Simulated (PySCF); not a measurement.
# C2H7FOSi2: geometry, spin-spin couplings

Aim: predict the spin-spin couplings of C2H7FOSi2 (`O[Si@@H]1C[SiH2][C@@H]1F`).

Computed with PySCF 2.14.0, with density-fitted response routines of our own, on a single molecule in the gas phase. Atoms are numbered from 0 throughout.

### Step 1. Starting geometry

13 atoms, charge 0, multiplicity 1; geometry from: GFN2-xTB. The atoms were then displaced at random by about 0.01 Å, so the start is not that level's minimum.

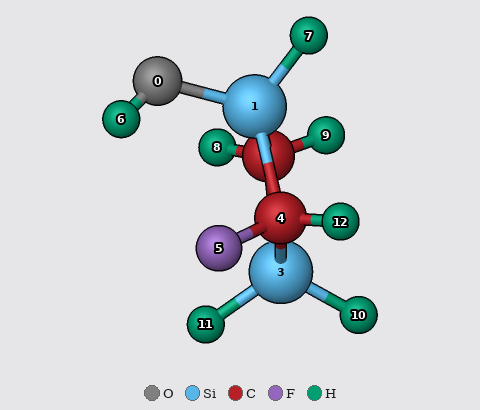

The starting geometry (oxygen grey, silicon blue, carbon red, fluorine purple, hydrogen teal), atoms numbered.

### Step 2. Relaxing the molecule at PBE0-D3(BJ)/def2-SVP

The job: settings as JSON, then the geometry in Å.

```
{"job": {"xc": "PBE0", "basis": "def2-SVP", "d3": "d3bj", "grid": 1, "shake": 0.01, "kind": "geom"}, "charge": 0, "multiplicity": 1}
O     -2.190530    -0.627250    -0.602770
Si    -1.182260     0.428460     0.092820
C      0.278910     0.968880    -1.016690
Si     1.584020    -0.151210    -0.090060
C      0.122640    -0.517630     1.164950
F     -0.180640    -1.865930     1.341110
H     -2.061420    -1.544760    -0.524930
H     -1.981770     1.459920     0.721990
H      0.178980     0.767340    -2.048660
H      0.533370     2.026630    -0.922710
H      2.701880     0.517950     0.505760
H      1.947550    -1.358270    -0.807500
H      0.255090    -0.121010     2.176360
```

Launch:

```sh
$ OMP_NUM_THREADS=1 python probes_run.py task.json out
```

The driver reads the jobs from task.json and runs them one after another.

What it wrote:

```text
step   0  E = -833.60502060  max force = 0.056747
step   1  E = -833.61695672  max force = 0.008452
step   2  E = -833.61806250  max force = 0.003063
step   3  E = -833.61828849  max force = 0.002394
step   4  E = -833.61850699  max force = 0.001829
step   5  E = -833.61861422  max force = 0.001818
step   6  E = -833.61871695  max force = 0.001677
step   7  E = -833.61877812  max force = 0.001047
step   8  E = -833.61882784  max force = 0.001130
step   9  E = -833.61887011  max force = 0.001139
step  10  E = -833.61891795  max force = 0.001184
step  11  E = -833.61898336  max force = 0.001032
step  12  E = -833.61906794  max force = 0.001124
step  13  E = -833.61913432  max force = 0.001472
step  14  E = -833.61916184  max force = 0.001138
step  15  E = -833.61919064  max force = 0.000873
step  16  E = -833.61918891  max force = 0.000804
step  17  E = -833.61919990  max force = 0.000547
step  18  E = -833.61920205  max force = 0.000336
optimisation converged
```

It took 3.5 min on 1 thread of Arm Neoverse N1, shared host.

Step by step:

```tsv
step	energy from step 0 (eV)	largest force component (eV/Å)
0	0.0000	2.9180
1	-0.3248	0.4346
2	-0.3549	0.1575
3	-0.3610	0.1231
4	-0.3670	0.0941
5	-0.3699	0.0935
6	-0.3727	0.0862
7	-0.3744	0.0538
8	-0.3757	0.0581
9	-0.3769	0.0586
10	-0.3782	0.0609
11	-0.3799	0.0531
12	-0.3822	0.0578
13	-0.3841	0.0757
14	-0.3848	0.0585
15	-0.3856	0.0449
16	-0.3855	0.0413
17	-0.3858	0.0281
18	-0.3859	0.0173
```

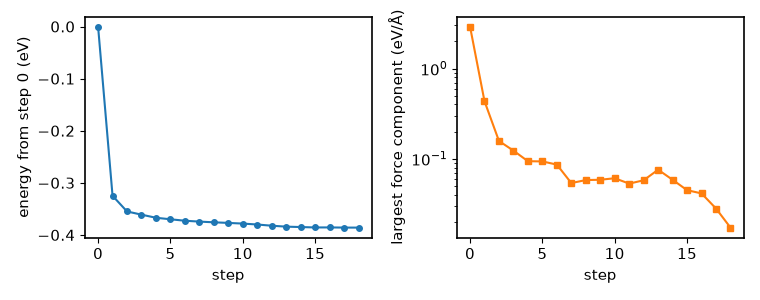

Energy and largest force along the relaxation.

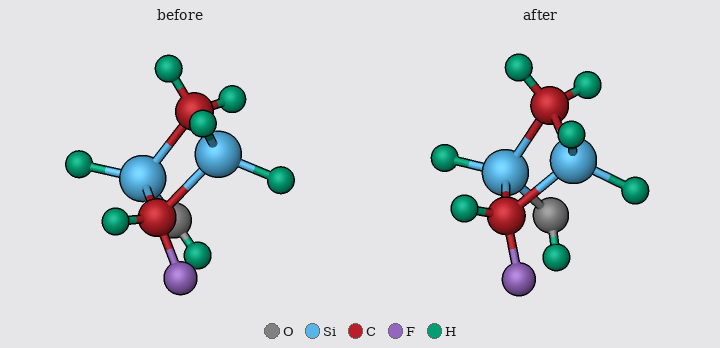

Before and after, at one scale.

Close pairs (by a distance rule), those that changed most:

```tsv
bond	before (Å)	after (Å)	change (Å)
Si3–H10	1.433	1.495	+0.062
C2–Si3	1.954	1.904	-0.049
O0–Si1	1.617	1.666	+0.049
Si1–H7	1.449	1.493	+0.044
C2–H8	1.056	1.100	+0.043
Si3–H11	1.450	1.492	+0.041
O0–H6	0.930	0.965	+0.035
Si3–C4	1.961	1.929	-0.032
```

The next job starts from the end point, and lists it.

```tsv
at the end point	value
point group (found at 0.08 Å tolerance)	C1
rotational constants (GHz, main isotopes)	2.652, 2.442, 1.576
dipole moment (D)	1.53
```

### Step 3. Spin-spin couplings: B3LYP/cc-pVTZ

The job: settings as JSON, then the geometry in Å.

```
{"job": {"kind": "j", "xc": "B3LYP", "basis": "cc-pVTZ"}, "charge": 0, "multiplicity": 1}
O     -1.860401    -0.819457    -0.865819
Si    -1.125895     0.434859    -0.051463
C      0.401845     1.059248    -0.966513
Si     1.415658    -0.266489    -0.049391
C     -0.006616    -0.420677     1.245000
F     -0.421958    -1.691926     1.617529
H     -1.827749    -1.645273    -0.367412
H     -2.131526     1.451276     0.378915
H      0.379584     0.997635    -2.064091
H      0.683103     2.085205    -0.676650
H      2.753179     0.151422     0.471897
H      1.544449    -1.525683    -0.839039
H      0.203002     0.177340     2.151105
```

With the program's defaults for keys left out, this is: B3LYP/cc-pVTZ indirect spin-spin coupling, non-relativistic, gas phase.

What it wrote:

```text
coarse grid: 11936 points
cycle   1  E = -834.5044265474  dE =  5.782e-01  |g| = 9.605e-01  |ddm| = 6.900e+00
cycle   2  E = -834.1884019748  dE =  3.160e-01  |g| = 1.613e+00  |ddm| = 3.468e+00
cycle   3  E = -834.6623530570  dE = -4.740e-01  |g| = 1.653e-01  |ddm| = 2.409e+00
cycle   4  E = -834.6669277171  dE = -4.575e-03  |g| = 7.759e-02  |ddm| = 3.410e-01
cycle   5  E = -834.6682869175  dE = -1.359e-03  |g| = 9.919e-03  |ddm| = 1.279e-01
cycle   6  E = -834.6683080565  dE = -2.114e-05  |g| = 3.424e-03  |ddm| = 1.993e-02
cycle   7  E = -834.6683107190  dE = -2.663e-06  |g| = 1.077e-03  |ddm| = 6.811e-03
final grid: 106688 points
cycle   8  E = -834.6689121166  dE = -4.774e-05  |g| = 6.688e-03  |ddm| = 6.807e-02
cycle   9  E = -834.6688987956  dE =  1.332e-05  |g| = 1.079e-02  |ddm| = 2.340e-02
cycle  10  E = -834.6689207595  dE = -2.196e-05  |g| = 6.749e-04  |ddm| = 1.364e-02
cycle  11  E = -834.6689208111  dE = -5.166e-08  |g| = 3.503e-04  |ddm| = 1.362e-03
cycle  12  E = -834.6689208346  dE = -2.348e-08  |g| = 5.231e-05  |ddm| = 5.436e-04
cycle  13  E = -834.6689208349  dE = -3.131e-10  |g| = 3.289e-05  |ddm| = 9.566e-05
cycle  14  E = -834.6689208351  dE = -1.921e-10  |g| = 2.730e-06  |ddm| = 4.483e-05
converged SCF energy = -834.6689208351

Indirect spin-spin couplings (Hz)
  i      j    bonds     total        FC       PSO       DSO        SD
  0 O    1 Si   1    -27.852   -22.065    -6.694     0.053     0.855
  0 O    2 C    2     -3.131    -3.086    -0.057     0.012         -
  0 O    3 Si   3     -0.407    -0.361    -0.062    -0.008     0.024
  0 O    4 C    2      0.304     0.227     0.077    -0.000         -
  0 O    5 F    3      5.510     4.234     1.490    -0.031    -0.183
  0 O    6 H    1    -64.578   -51.369   -12.723    -0.486         -
  0 O    7 H    2     -9.143    -9.315     0.002     0.169         -
  0 O    8 H    3     -0.658    -0.657     0.025    -0.027         -
  0 O    9 H    3     -2.765    -2.939    -0.066     0.241         -
  0 O   10 H    4      0.179     0.050    -0.083     0.211         -
  0 O   11 H    4     -0.255    -0.245     0.046    -0.056         -
  0 O   12 H    3      0.145    -0.021    -0.085     0.250         -
  1 Si   2 C    1    -34.044   -34.828     1.806    -0.126    -0.897
  1 Si   3 Si   2    -17.459   -17.923     0.133     0.026     0.305
  1 Si   4 C    1    -35.841   -34.868     0.426    -0.159    -1.240
  1 Si   5 F    2    -16.160   -19.193     4.803    -0.004    -1.765
  1 Si   6 H    2      3.156     2.120     0.733     0.314    -0.010
  1 Si   7 H    1   -183.439  -184.342     1.377    -0.407    -0.067
  1 Si   8 H    2      6.179     6.385    -0.060     0.061    -0.207
  1 Si   9 H    2      3.208     3.238     0.100     0.024    -0.155
  1 Si  10 H    3    -10.537   -10.801    -0.041     0.288     0.017
  1 Si  11 H    3      0.641     0.465     0.042     0.094     0.040
  1 Si  12 H    2      1.192     1.534    -0.155     0.010    -0.197
  2 C    3 Si   1    -29.209   -29.303     1.316    -0.105    -1.117
  2 C    4 C    2     21.573    21.625    -0.102     0.050         -
  2 C    5 F    3      9.667    12.161    -2.598    -0.286     0.390
  2 C    6 H    3      1.524     1.671     0.271    -0.418         -
  2 C    7 H    2     11.622    11.901    -0.042    -0.236         -
  2 C    8 H    1    129.268   126.588     1.809     0.871         -
  2 C    9 H    1    117.092   114.135     2.072     0.886         -
  2 C   10 H    2      5.100     5.289     0.043    -0.233         -
  2 C   11 H    2      2.052     2.180     0.034    -0.162         -
  2 C   12 H    3      0.799     0.831     0.084    -0.115         -
  3 Si   4 C    1    -33.061   -32.177     0.496    -0.139    -1.241
  3 Si   5 F    2    -14.315   -16.804     4.676     0.034    -2.221
  3 Si   6 H    4      0.195     0.119     0.003     0.028     0.044
  3 Si   7 H    3     -9.415    -9.709    -0.053     0.329     0.018
  3 Si   8 H    2      4.060     4.133     0.022     0.107    -0.202
  3 Si   9 H    2      6.122     6.144     0.050     0.078    -0.150
  3 Si  10 H    1   -161.622  -162.305     0.933    -0.268     0.018
  3 Si  11 H    1   -159.881  -160.457     0.870    -0.309     0.014
  3 Si  12 H    2      3.846     3.952    -0.042     0.033    -0.097
  4 C    5 F    1   -246.442  -310.068    40.326     0.921    22.380
  4 C    6 H    3      1.925     1.865    -0.246     0.306         -
  4 C    7 H    2      8.026     8.194     0.004    -0.173         -
  4 C    8 H    3     15.384    15.559     0.155    -0.330         -
  4 C    9 H    3     -1.359    -1.359     0.040    -0.040         -
  4 C   10 H    2      5.417     5.555    -0.011    -0.126         -
  4 C   11 H    2      0.397     0.527    -0.065    -0.064         -
  4 C   12 H    1    136.064   134.746     0.079     1.239         -
  5 F    6 H    4     -1.665    -2.274    -1.930     2.420     0.119
  5 F    7 H    3      0.069     0.809     0.377    -1.036    -0.081
  5 F    8 H    4      7.274     8.519     0.225    -1.263    -0.207
  5 F    9 H    4     -3.446    -2.097    -0.060    -1.368     0.079
  5 F   10 H    3      3.438     4.158     0.369    -1.018    -0.071
  5 F   11 H    3      8.300     7.842     0.530     0.204    -0.276
  5 F   12 H    2     55.013    40.350    17.138    -0.803    -1.672
  6 H    7 H    3      0.671     1.520     1.525    -2.374         -
  6 H    8 H    4     -0.442    -0.163     1.215    -1.494         -
  6 H    9 H    4     -0.476     0.197     1.491    -2.164         -
  6 H   10 H    5     -0.692     0.005     0.648    -1.345         -
  6 H   11 H    5      0.215    -0.096    -0.500     0.812         -
  6 H   12 H    4     -0.259     0.020     1.018    -1.297         -
  7 H    8 H    3     -1.390    -0.825     0.765    -1.330         -
  7 H    9 H    3      0.322     0.349     0.038    -0.065         -
  7 H   10 H    4      6.012     6.714     0.613    -1.315         -
  7 H   11 H    4     -0.293     0.662     0.806    -1.761         -
  7 H   12 H    3      0.249     0.303     0.075    -0.129         -
  8 H    9 H    2    -14.628   -15.320     2.682    -1.990         -
  8 H   10 H    3      0.800     1.390     0.813    -1.403         -
  8 H   11 H    3      5.495     5.423     0.007     0.065         -
  8 H   12 H    4     -2.406    -1.885     1.245    -1.766         -
  9 H   10 H    3      4.300     4.298     0.047    -0.046         -
  9 H   11 H    3      6.719     7.608     1.168    -2.057         -
  9 H   12 H    4      1.811     1.744     0.037     0.030         -
 10 H   11 H    2     10.263    11.396     0.645    -1.777         -
 10 H   12 H    3      2.982     2.919    -0.064     0.127         -
 11 H   12 H    3      3.802     4.673     1.136    -2.007         -
```

Run time: 2.1 min. Hardware: 1 thread of Arm Neoverse N1, shared host; peak memory 1 GiB.

This basis has no tight s functions, so the Fermi-contact terms are rough.

Couplings of 1 Hz or more, nine at most for each number of bonds (isotopes 13C, 19F, 1H, 17O, 29Si):

```tsv
pair	bonds	J (Hz)	Fermi contact (Hz)	dihedral (°)
C4–F5	1	-246.4	-310.1	–
Si1–H7	1	-183.4	-184.3	–
Si3–H10	1	-161.6	-162.3	–
Si3–H11	1	-159.9	-160.5	–
C4–H12	1	136.1	134.7	–
C2–H8	1	129.3	126.6	–
C2–H9	1	117.1	114.1	–
O0–H6	1	-64.6	-51.4	–
Si1–C4	1	-35.8	-34.9	–
F5–H12	2	55.0	40.4	–
C2–C4	2	21.6	21.6	–
Si1–Si3	2	-17.5	-17.9	–
Si1–F5	2	-16.2	-19.2	–
H8–H9	2	-14.6	-15.3	–
Si3–F5	2	-14.3	-16.8	–
C2–H7	2	11.6	11.9	–
H10–H11	2	10.3	11.4	–
O0–H7	2	-9.1	-9.3	–
C4–H8	3	15.4	15.6	–
Si1–H10	3	-10.5	-10.8	–
C2–F5	3	9.7	12.2	–
Si3–H7	3	-9.4	-9.7	–
F5–H11	3	8.3	7.8	21
H9–H11	3	6.7	7.6	-152
O0–F5	3	5.5	4.2	-25
H8–H11	3	5.5	5.4	-25
H9–H10	3	4.3	4.3	-24
F5–H8	4	7.3	8.5	–
H7–H10	4	6.0	6.7	–
F5–H9	4	-3.4	-2.1	–
H8–H12	4	-2.4	-1.9	–
H9–H12	4	1.8	1.7	–
F5–H6	4	-1.7	-2.3	–
```

The spin-dipole term was solved for some atoms only; pairs without it lack that part.

The response was solved for the nuclei of C, F, H, Si alone, so couplings that need other nuclei can be missing.

Quadrupole couplings from the field gradients of the same density:

```tsv
atom	isotope	eQq/h (MHz)	η
O0	17O	-8.225	0.59
```

### Step 4. J couplings: B3LYP/6-31G*

The job, as its differences from that of step 3:

```diff
@@ -1,2 +1,2 @@
-{"job": {"kind": "j", "xc": "B3LYP", "basis": "cc-pVTZ"}, "charge": 0, "multiplicity": 1}
+{"job": {"kind": "j", "xc": "B3LYP", "basis": "6-31G*"}, "charge": 0, "multiplicity": 1}
 O     -1.860401    -0.819457    -0.865819
```

With the program's defaults for keys left out, this is: B3LYP/6-31G* indirect spin-spin coupling, non-relativistic, gas phase.

What it wrote:

```text
coarse grid: 11936 points
cycle   1  E = -834.3794044844  dE =  6.025e-01  |g| = 9.121e-01  |ddm| = 3.246e+00
cycle   2  E = -834.1111710100  dE =  2.682e-01  |g| = 1.478e+00  |ddm| = 2.038e+00
cycle   3  E = -834.5363143771  dE = -4.251e-01  |g| = 1.493e-01  |ddm| = 1.440e+00
cycle   4  E = -834.5406383834  dE = -4.324e-03  |g| = 6.177e-02  |ddm| = 2.069e-01
cycle   5  E = -834.5415782858  dE = -9.399e-04  |g| = 7.596e-03  |ddm| = 6.778e-02
cycle   6  E = -834.5415918741  dE = -1.359e-05  |g| = 3.341e-03  |ddm| = 1.091e-02
cycle   7  E = -834.5415946283  dE = -2.754e-06  |g| = 5.952e-04  |ddm| = 3.827e-03
final grid: 106688 points
cycle   8  E = -834.4830136981  dE = -1.172e-05  |g| = 5.849e-03  |ddm| = 1.478e-02
cycle   9  E = -834.4830033669  dE =  1.033e-05  |g| = 9.277e-03  |ddm| = 1.299e-02
cycle  10  E = -834.4830212772  dE = -1.791e-05  |g| = 4.702e-04  |ddm| = 7.639e-03
cycle  11  E = -834.4830213180  dE = -4.085e-08  |g| = 1.637e-04  |ddm| = 5.705e-04
cycle  12  E = -834.4830213231  dE = -5.043e-09  |g| = 4.385e-05  |ddm| = 1.648e-04
cycle  13  E = -834.4830213234  dE = -3.351e-10  |g| = 1.703e-05  |ddm| = 4.879e-05
converged SCF energy = -834.4830213234

Indirect spin-spin couplings (Hz)
  i      j    bonds     total        FC       PSO       DSO        SD
  0 O    1 Si   1    -16.985   -12.121    -5.597     0.055     0.677
  0 O    2 C    2     -4.033    -3.989    -0.055     0.012         -
  0 O    3 Si   3     -0.362    -0.314    -0.059    -0.008     0.018
  0 O    4 C    2     -0.162    -0.232     0.073    -0.002         -
  0 O    5 F    3      3.560     2.474     1.268    -0.040    -0.141
  0 O    6 H    1    -78.934   -67.279   -11.047    -0.608         -
  0 O    7 H    2     -9.331    -9.523     0.029     0.163         -
  0 O    8 H    3     -0.516    -0.532     0.043    -0.026         -
  0 O    9 H    3     -2.701    -2.921    -0.018     0.238         -
  0 O   10 H    4      0.260     0.100    -0.048     0.209         -
  0 O   11 H    4     -0.310    -0.288     0.035    -0.058         -
  0 O   12 H    3      0.002    -0.180    -0.062     0.245         -
  1 Si   2 C    1    -50.794   -51.228     1.343    -0.126    -0.784
  1 Si   3 Si   2    -10.838   -11.357     0.178     0.026     0.315
  1 Si   4 C    1    -50.812   -49.823     0.266    -0.158    -1.096
  1 Si   5 F    2    -21.179   -24.652     5.234    -0.014    -1.747
  1 Si   6 H    2      1.617     0.429     0.916     0.301    -0.028
  1 Si   7 H    1   -198.464  -198.745     1.155    -0.439    -0.436
  1 Si   8 H    2      7.021     7.032     0.128     0.056    -0.195
  1 Si   9 H    2      3.527     3.539     0.117     0.019    -0.148
  1 Si  10 H    3     -9.840   -10.159     0.007     0.284     0.028
  1 Si  11 H    3      0.626     0.375     0.118     0.091     0.042
  1 Si  12 H    2      1.867     2.195    -0.131     0.005    -0.202
  2 C    3 Si   1    -44.211   -44.149     0.997    -0.105    -0.954
  2 C    4 C    2     20.741    20.758    -0.068     0.050         -
  2 C    5 F    3     10.676    12.871    -2.260    -0.278     0.343
  2 C    6 H    3      1.507     1.726     0.194    -0.412         -
  2 C    7 H    2     12.325    12.601    -0.045    -0.230         -
  2 C    8 H    1    148.226   146.011     1.280     0.935         -
  2 C    9 H    1    138.791   136.284     1.557     0.950         -
  2 C   10 H    2      4.658     4.856     0.028    -0.226         -
  2 C   11 H    2      1.744     1.880     0.019    -0.155         -
  2 C   12 H    3      1.089     1.133     0.068    -0.111         -
  3 Si   4 C    1    -49.109   -48.205     0.326    -0.138    -1.090
  3 Si   5 F    2    -24.935   -27.882     5.026     0.024    -2.104
  3 Si   6 H    4      0.200     0.100     0.029     0.026     0.045
  3 Si   7 H    3     -8.899    -9.260     0.004     0.326     0.031
  3 Si   8 H    2      5.505     5.419     0.180     0.102    -0.196
  3 Si   9 H    2      6.333     6.232     0.177     0.073    -0.149
  3 Si  10 H    1   -180.189  -180.447     0.945    -0.299    -0.387
  3 Si  11 H    1   -187.911  -188.138     0.976    -0.340    -0.409
  3 Si  12 H    2      3.904     3.963     0.024     0.028    -0.111
  4 C    5 F    1   -197.293  -255.426    38.549     1.018    18.566
  4 C    6 H    3      1.805     1.699    -0.202     0.308         -
  4 C    7 H    2      7.947     8.112     0.003    -0.168         -
  4 C    8 H    3     14.737    14.953     0.111    -0.327         -
  4 C    9 H    3     -0.931    -0.939     0.046    -0.038         -
  4 C   10 H    2      4.697     4.823    -0.006    -0.120         -
  4 C   11 H    2      0.348     0.485    -0.079    -0.058         -
  4 C   12 H    1    149.559   148.412    -0.154     1.300         -
  5 F    6 H    4     -0.809    -1.897    -1.336     2.395     0.030
  5 F    7 H    3      0.171     0.862     0.333    -0.997    -0.026
  5 F    8 H    4      7.974     9.263     0.100    -1.236    -0.153
  5 F    9 H    4     -3.756    -2.465     0.016    -1.334     0.027
  5 F   10 H    3      3.617     4.234     0.372    -0.978    -0.009
  5 F   11 H    3      7.431     6.911     0.476     0.234    -0.190
  5 F   12 H    2     54.193    42.046    14.478    -0.644    -1.687
  6 H    7 H    3      0.113     1.542     0.895    -2.324         -
  6 H    8 H    4     -0.840    -0.180     0.807    -1.467         -
  6 H    9 H    4     -0.884     0.254     1.000    -2.138         -
  6 H   10 H    5     -0.952    -0.000     0.379    -1.330         -
  6 H   11 H    5      0.326    -0.080    -0.411     0.817         -
  6 H   12 H    4     -0.605    -0.002     0.674    -1.277         -
  7 H    8 H    3     -1.786    -0.907     0.422    -1.301         -
  7 H    9 H    3      0.179     0.313    -0.094    -0.040         -
  7 H   10 H    4      6.073     7.014     0.355    -1.297         -
  7 H   11 H    4     -0.518     0.740     0.484    -1.742         -
  7 H   12 H    3      0.214     0.374    -0.058    -0.103         -
  8 H    9 H    2    -18.063   -17.755     1.557    -1.865         -
  8 H   10 H    3      0.401     1.330     0.445    -1.374         -
  8 H   11 H    3      5.444     5.474    -0.118     0.088         -
  8 H   12 H    4     -2.605    -1.718     0.856    -1.742         -
  9 H   10 H    3      4.302     4.418    -0.094    -0.021         -
  9 H   11 H    3      6.217     7.545     0.697    -2.025         -
  9 H   12 H    4      1.774     1.764    -0.037     0.047         -
 10 H   11 H    2     10.089    11.683     0.104    -1.699         -
 10 H   12 H    3      3.037     3.054    -0.170     0.153         -
 11 H   12 H    3      3.178     4.472     0.680    -1.974         -
```

It took 29 s on 1 thread of Arm Neoverse N1, shared host.

This basis has no tight s functions, so the Fermi-contact terms are rough.

In short: J(Si1,H7) -198.5 Hz, J(C4,F5) -197.3 Hz, J(Si3,H11) -187.9 Hz.

### Step 5. Run by run: spin-spin couplings

Couplings (Hz), with basis size and wall time:

```tsv
run	C4–F5	Si1–H7	Si3–H10	Si3–H11	C4–H12	C2–H8	C2–H9	functions	time
B3LYP/cc-pVTZ	-246.4	-183.4	-161.6	-159.9	136.1	129.3	117.1	286	2.1 min
B3LYP/6-31G*	-197.3	-198.5	-180.2	-187.9	149.6	148.2	138.8	106	29 s
```

### Step 6. Outcome

| quantity | value |
| --- | --- |
| point group | C1 |
| rotational constants (main isotopes) | 2.65, 2.44, 1.58 GHz |
| largest coupling of the table (B3LYP/cc-pVTZ) | 1J(C,F) C4–F5, -246.4 Hz |
| range of J(C4,F5), mean over like pairs | -246.4 to -197.3 Hz |

**Reading.** Relaxing lowered the energy by 0.386 eV in 18 steps; the close pair that moved most is Si3–H10, from 1.433 to 1.495 Å. No frequency check was run at this level, so the end point may be a saddle. Of the pairs tabulated at B3LYP/cc-pVTZ, C4–F5 couples most strongly (-246.4 Hz; Fermi contact -310.1 Hz). Couplings across rotatable bonds belong to this one conformer; where others are populated, the observed values are averages. The coupling C4–F5, as a mean over pairs of its kind, runs from -246.4 Hz (B3LYP/cc-pVTZ) to -197.3 Hz (B3LYP/6-31G*). Couplings from bases without tight functions are rough.
